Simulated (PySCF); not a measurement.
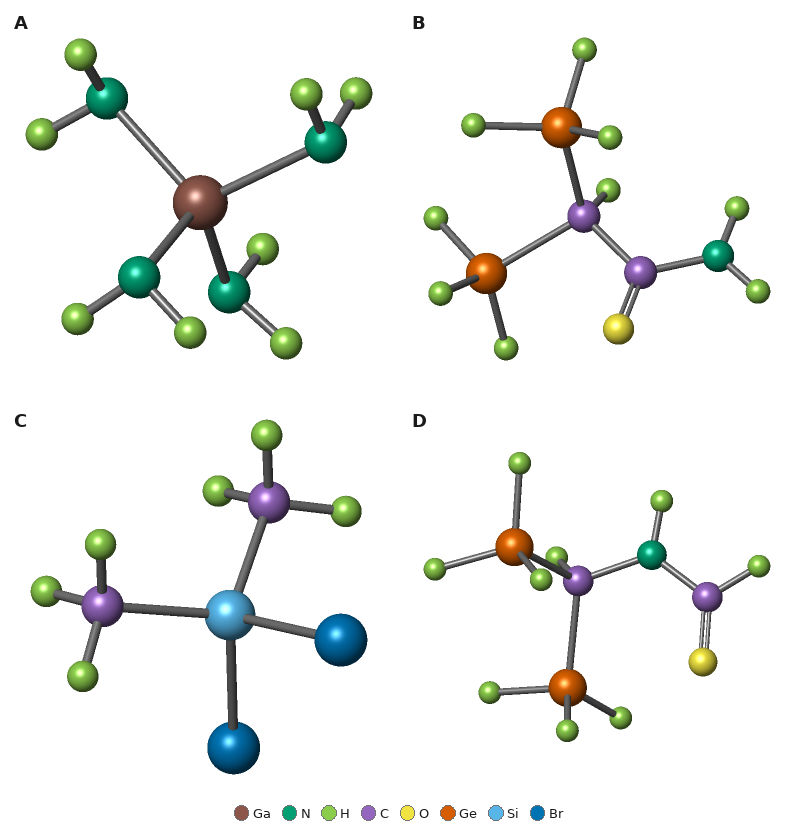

Source: calculation with PySCF.

Match each picture to its SMILES.
(1) O=CN[CH]([GeH3])[GeH3]
(2) C[Si](C)(Br)Br
(3) NC(=O)[CH]([GeH3])[GeH3]
(4) [NH2][Ga-]([NH2])([NH2])[NH2]

A is (4), B is (3), C is (2), D is (1).
